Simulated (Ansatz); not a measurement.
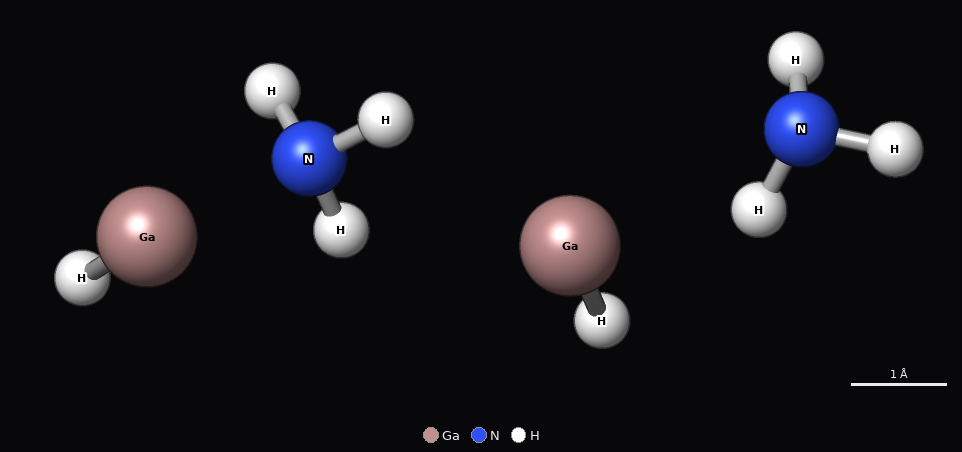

Two geometries of GaNH4, drawn at one scale. One is the start of a relaxation, the other its converged end. Style: ball-and-stick. Shown from a free direction.

These are results of RKS PBE0/def2-SVP (Ansatz 0.2.0), not measurements. Settings: no spin polarisation; force threshold 0.03 eV/Å; at most 50 steps.

Question: Which geometry has the lower energy?

Answer: The left one is the relaxed one. The run prepares an end point of a later path (reaction) calculation, from a guessed geometry. The energy falls by 0.375 eV in 11 accepted moves (14 points after the start). The largest force component goes from 0.73 to 0.015 eV/Å. The line search rejected the trial steps at points 6, 9, 12 of the run. The forces were under the threshold at step 10, but the run went on from there. An H atom moves most after the best rigid fit: 0.73 Å. Largest moves by element: H 0.73 Å, Ga 0.62 Å, N 0.33 Å. Among the contacts that change: Ga–N 3.114 → 2.357 Å, H–N 1.039 → 1.020 Å, Ga–H 1.705 → 1.694 Å.
